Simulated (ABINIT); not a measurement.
# GaP (F-43m): G0W0 with ABINIT, start to end

Wanted: ground state, empty states, screening and self-energy for GaP (F-43m).

Calculated with ABINIT 10.8.3; PBE and many-body steps on it, plane waves.

**What was measured.**

- Gap 2.25 ± 0.04 eV: optical gap from Tauc plot (fundamental, indirect); spectroscopic ellipsometry, Tauc-Lorentz fit and Tauc plot; 300 K; film (GaP layer on Si reference sample) on Si (“Assessment of GaPSb/Si tandem material association properties for photoelectrochemical cells”, 2020, arxiv:2002.02774).

### 1. The starting structure

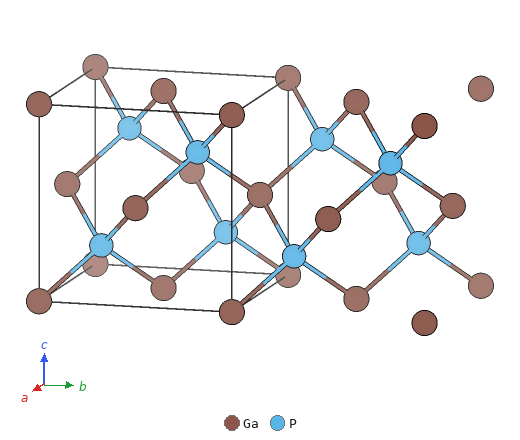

The cell as given, slightly off an axis (gallium brown, phosphorus blue). 1×2×1 cells are drawn. This picture shows the conventional cell, with its axes. Bonds to atoms that aren't drawn are left out. Some periodic images of atoms are drawn too.

The cell and positions come from the Crystallography Open Database and are kept as given unless a step says otherwise.

### 2. Ground state

This step: ABINIT 10.8.3; DFT, PBE with spin-orbit coupling, plane waves, norm-conserving pseudopotentials.

The ground-state density comes first.

Input file run.abi:

```
acell 3*1.0 Angstrom
rprim 
  0.000000000000 2.725250000000 2.725250000000
  2.725250000000 0.000000000000 2.725250000000
  2.725250000000 2.725250000000 0.000000000000
ntypat 2
znucl 31 15
natom 2
typat 1 2
xred 
  0.000000000000 0.000000000000 0.000000000000
  0.250000000000 0.250000000000 0.250000000000
pp_dirpath "pseudos"
pseudos "Ga.upf, P.upf"
ecut 36
nspinor 2
ngkpt 6 6 6
nshiftk 1
shiftk 0 0 0
kptopt 1
chksymbreak 0
nband 28
occopt 1
tolvrs 1e-10
nstep 60
prtwf 0
optforces 0
optstress 0
indata_prefix "in"
outdata_prefix "out"
tmpdata_prefix "tmp"
```

The run is started by

```bash
$ OMP_NUM_THREADS=1 mpirun -n 4 abinit run.abi > log
```

Numbers of over 12 decimals in the logs are rounded to 6 here.

Output:

```text
.Version 10.8.3 of ABINIT. v10.8.2 released Aug 2026.

 Symmetries : space group F-4 3 m (#216); Bravais cF (face-center cubic)
================================================================================
 Values of the parameters that define the memory need of the present run
     intxc =       0    ionmov =       0      iscf =       7    lmnmax =      14
     lnmax =      14     mgfft =      40  mpssoang =       5    mqgrid =    3001
     natom =       2  nloc_mem =       1    nspden =       1   nspinor =       2
    nsppol =       1      nsym =      24    n1xccc =    2501    ntypat =       2
    occopt =       1   xclevel =       2
-    mband =          28        mffmem =           1         mkmem =           4
       mpw =        2838          nfft =       64000          nkpt =          16
================================================================================
  Rough estimation (10% accuracy) of disk space for files :
================================================================================

--------------------------------------------------------------------------------
------------- Echo of variables that govern the present computation ------------
--------------------------------------------------------------------------------
 -outvars: echo values of preprocessed input variables --------
            acell      1.8897261259E+00  1.8897261259E+00  1.8897261259E+00 Bohr

      chksymbreak           0
             ecut      3.60000000E+01 Hartree
-          fftalg         312

              ixc     -101130
              kpt      0.00000000E+00  0.00000000E+00  0.00000000E+00
                       1.66666667E-01  0.00000000E+00  0.00000000E+00
                       3.33333333E-01  0.00000000E+00  0.00000000E+00
                       5.00000000E-01  0.00000000E+00  0.00000000E+00
                       1.66666667E-01  1.66666667E-01  0.00000000E+00
                       3.33333333E-01  1.66666667E-01  0.00000000E+00
                       5.00000000E-01  1.66666667E-01  0.00000000E+00
                      -3.33333333E-01  1.66666667E-01  0.00000000E+00
                      -1.66666667E-01  1.66666667E-01  0.00000000E+00
   [... 5 further rows ...]
                      -3.33333333E-01  3.33333333E-01  1.66666667E-01
                      -3.33333333E-01  5.00000000E-01  1.66666667E-01
         kptrlatt        6    0    0      0    6    0      0    0    6
          kptrlen      4.36989965E+01
P           mkmem           4
            natom           2
            nband          28
            ngfft          40      40      40
             nkpt          16
          nspinor           2
            nstep          60
             nsym          24
           ntypat           2
              occ      1.000000  1.000000  1.000000  1.000000  1.000000  1.000000
                       1.000000  1.000000  1.000000  1.000000  1.000000  1.000000
                       1.000000  1.000000  1.000000  1.000000  1.000000  1.000000
                       0.000000  0.000000  0.000000  0.000000  0.000000  0.000000
                       0.000000  0.000000  0.000000  0.000000
        optforces           0
        optstress           0
            prtwf           0
            rprim      0.0000000000E+00  2.7252500000E+00  2.7252500000E+00
[...]
spgroup         216

           tolvrs      1.00000000E-10

             xred      0.0000000000E+00  0.0000000000E+00  0.0000000000E+00
[...]
znucl       31.00000   15.00000

================================================================================

 chkinp: Checking input parameters for consistency.

================================================================================
== DATASET  1 ==================================================================
-   mpi_nproc: 4, omp_nthreads: 1 (-1 if OMP is not activated)

--- !DatasetInfo
iteration_state: {dtset: 1, }
dimensions: {natom: 2, nkpt: 16, mband: 28, nsppol: 1, nspinor: 2, nspden: 1, mpw: 2838, }
cutoff_energies: {ecut:  36.0, pawecutdg:  -1.0, }
electrons: {nelect:   1.80000000E+01, charge:   0.00000000E+00, occopt:   1.00000000E+00, tsmear:   1.00000000E-02, }

 Real(R)+Recip(G) space primitive vectors, cartesian coordinates (Bohr,Bohr^-1):
 R(1)=  0.0000000  5.1499761  5.1499761  G(1)= -0.0970878  0.0970878  0.0970878
 R(2)=  5.1499761  0.0000000  5.1499761  G(2)=  0.0970878 -0.0970878  0.0970878
 R(3)=  5.1499761  5.1499761  0.0000000  G(3)=  0.0970878  0.0970878 -0.0970878
 Unit cell volume ucvol=  2.7317795E+02 bohr^3
 Angles (23,13,12)=  6.00000000E+01  6.00000000E+01  6.00000000E+01 degrees

 getcut: wavevector=  0.0000  0.0000  0.0000  ngfft=  40  40  40
         ecut(hartree)=     36.000   => boxcut(ratio)=   2.03340

--- Pseudopotential description ------------------------------------------------
- Ga Generated using ONCVPSP code by D. R. Hamann
- 31.00000  13.00000  180423                  znucl, zion, pspdat
12 -101130 2 -1 1926                          pspcod,pspxc,lmax,lloc,mmax
     nproj     2     3     2     0
     spin-orbit psp
        nprojso     4     3     0
  pspatm : epsatm=   24.69668326
         --- l  ekb(1:nproj) -->
[...]
1    6.514227    1.183917    0.006271
[...]
spin-orbit 1    0.834340   -0.139931    0.048290   -0.000153
  spin-orbit 2    0.012877    0.008543   -0.000167
 pspatm: atomic psp has been read  and splines computed

- P Generated using ONCVPSP code by D. R. Hamann
- 15.00000   5.00000  180423                  znucl, zion, pspdat
12 -101130 2 -1 1298                          pspcod,pspxc,lmax,lloc,mmax
     nproj     2     3     2     0
     spin-orbit psp
        nprojso     3     3     0
  pspatm : epsatm=    8.06211112
         --- l  ekb(1:nproj) -->
[...]
1    3.371810    0.885290    0.000254
             2   -3.154886   -0.827406
  spin-orbit 1    0.099751   -0.022775    0.007813
  spin-orbit 2    0.001367    0.000277   -0.000084
 pspatm: atomic psp has been read  and splines computed

   5.89658299E+02                                ecore*ucvol(ha*bohr**3)
--------------------------------------------------------------------------------

_setup2: Arith. and geom. avg. npw (full set) are    2816.310    2816.284

================================================================================

--- !BeginCycle
iteration_state: {dtset: 1, }
solver: {iscf: 7, nstep: 60, nline: 4, wfoptalg: 0, }
tolerances: {tolvrs: 1.00E-10, }

     iter   Etot(hartree)      deltaE(h)  residm     vres2
 ETOT  1  -82.163049877153    -8.216E+01 5.400E-01 5.736E+02
 ETOT  2  -83.301230946468    -1.138E+00 3.579E-02 6.732E+02
 ETOT  3  -83.401210483000    -9.998E-02 1.901E-02 8.663E+01
 ETOT  4  -83.414951189536    -1.374E-02 2.995E-03 4.244E+00
 ETOT  5  -83.415640458294    -6.893E-04 1.393E-03 1.694E-02
 ETOT  6  -83.415643249193    -2.791E-06 7.457E-04 1.705E-03
 ETOT  7  -83.415643439550    -1.904E-07 3.724E-04 5.444E-04
 ETOT  8  -83.415643535938    -9.639E-08 4.480E-04 3.578E-05
 ETOT  9  -83.415643542316    -6.378E-09 2.852E-04 2.610E-08
 ETOT 10  -83.415643542322    -5.741E-12 3.592E-04 1.868E-10
 ETOT 11  -83.415643542322     3.695E-13 2.407E-04 8.852E-12

 At SCF step   11       vres2   =  8.85E-12 < tolvrs=  1.00E-10 =>converged.

--- !ResultsGS
iteration_state: {dtset: 1, }
comment   : Summary of ground state results
lattice_vectors:
- [  0.0000000,   5.1499761,   5.1499761, ]
- [  5.1499761,   0.0000000,   5.1499761, ]
- [  5.1499761,   5.1499761,   0.0000000, ]
lattice_lengths: [   7.28317,    7.28317,    7.28317, ]
lattice_angles: [ 60.000,  60.000,  60.000, ] # degrees, (23, 13, 12)
lattice_volume:   2.7317795E+02
convergence: {deltae:  3.695E-13, res2:  8.852E-12, residm:  2.407E-04, diffor:  0.000E+00, }
etotal    :  -8.34156435E+01
entropy   :   0.00000000E+00
fermie    :   1.61201458E-01
cartesian_stress_tensor: null
pressure_GPa: null
xred      :
- [  0.0000E+00,   0.0000E+00,   0.0000E+00, Ga]
- [  2.5000E-01,   2.5000E-01,   2.5000E-01,  P]
cartesian_forces: null
force_length_stats: {min: null, max: null, mean: null, }

 Integrated electronic density in atomic spheres:
 ------------------------------------------------
 Atom  Sphere_radius  Integrated_density
    1        2.00000         10.82649222
    2        2.00000          2.78937925
================================================================================

 ----iterations are completed or convergence reached----

 Mean square residual over all n,k,spin=   11.485E-07; max=  24.070E-05
 reduced coordinates (array xred) for    2 atoms
       0.000000000000      0.000000000000      0.000000000000
       0.250000000000      0.250000000000      0.250000000000
 rms dE/dt=  0.0000E+00; max dE/dt=  0.0000E+00; dE/dt below (all hartree)
    1       0.000000000000      0.000000000000      0.000000000000
    2       0.000000000000      0.000000000000      0.000000000000

 cartesian coordinates (angstrom) at end:
    1      0.000000     0.000000     0.000000
    2      1.362625     1.362625     1.362625
 length scales=  1.889726125908  1.889726125908  1.889726125908 bohr
              =  1.000000000000  1.000000000000  1.000000000000 angstroms
 prteigrs : about to open file out_EIG
 Fermi (or HOMO) energy (hartree) =   0.16120   Average Vxc (hartree)=  -0.36116
 Eigenvalues (hartree) for nkpt=  16  k points:
 kpt#   1, nband= 28, wtk=  0.00463, kpt=  0.0000  0.0000  0.0000 (reduced coord)
  -0.38394   -0.38394   -0.38394   -0.38394   -0.36853   -0.36853   -0.36613   -0.36613
  -0.36613   -0.36613   -0.29897   -0.29897    0.15811    0.15811    0.16120    0.16120
   0.16120    0.16120    0.22701    0.22701    0.29888    0.29888    0.30503    0.30503
   0.30503    0.30503    0.48397    0.48397
 prteigrs : prtvol=0 or 1, do not print more k-points.

--- !EnergyTerms
iteration_state     : {dtset: 1, }
comment             : Components of total free energy in Hartree
kinetic             :  6.52336533906743E+01
hartree             :  2.61187806504016E+01
xc                  : -2.30076095281376E+01
Ewald energy        : -4.82388119106609E+01
psp_core            :  2.15851351651749E+00
local_psp           : -6.85089333255120E+01
non_local_psp       : -3.71712363356046E+01
total_energy        : -8.34156435423218E+01
total_energy_eV     : -2.26985529538719E+03
band_energy         : -3.95720602822429E+00

== END DATASET(S) ==============================================================
================================================================================

 -outvars: echo values of variables after computation  --------
           etotal     -8.3415643542E+01
            nband          28
             nkpt          16
          spgroup         216
 [... the other variables as echoed above ...]

 Calculation completed.
```

Elapsed: 29 s, on 4 MPI ranks of Arm Neoverse V2, shared host; peak memory 0.33 GiB; 2 min of CPU time.

Numbers from this step:

```yaml
total_energy: -2269.8553 eV
gap: 1.624 eV
k_of_the_valence_top: 0, 0, 0
k_of_the_conduction_bottom: 0.5, 0.5, 0
least_direct_gap: 1.791 eV
```

The gap is indirect, with the least direct gap 0.17 eV higher.

(Part 1 of 3 ends here.)

[Paths, hosts, dates, memory and timing lines, banners, echoed tables and standing remarks are left out of the program output.]

[Logs are printed without paths, hosts, clocks, repeated set-up lines and the standing remarks that a program may print on its own settings, such as how far it seeks lower states.]

[Runs of the session that timed out or met a known fault of the program may be left out.]

[Hosts, paths, dates, database ids (printed as entryN), source tags and the programs' standing remarks are cut or masked in the printed files.]

[G0W0 gaps are taken among the corrected bands and points alone; a level outside them can change the order at an edge.]

[Where Ansatz stands beside ABINIT at settings called matched, ABINIT's density can come from a denser mesh and the files from another edition; pairs whose starting gaps differed by over 0.03 eV were left out, so agreement reads better than it is.]
